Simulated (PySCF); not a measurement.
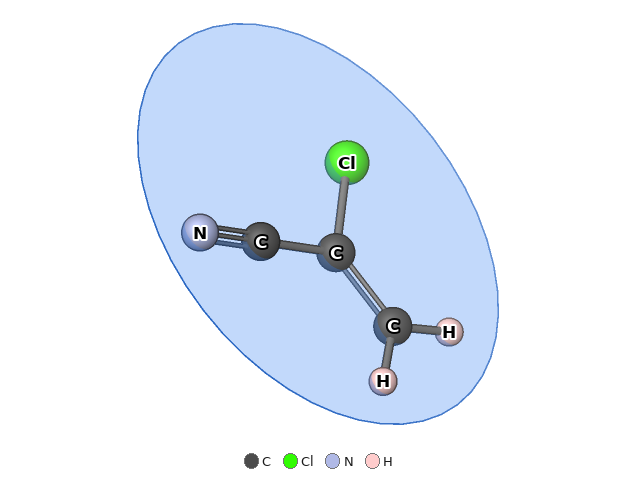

All proper rotation axes (lines) and mirror planes (discs) of the structure are drawn in. Atoms fade into the background with distance from the viewer. The geometry was computed by an optimisation with PBE0-D3(BJ)/def2-SVP. No frequency run is at hand to confirm it as a minimum.

> Name the symmetry elements and the point group.

It has 1 mirror plane. Point group Cs. The group has 2 operations. The geometry is achiral, and symmetry allows a dipole moment.
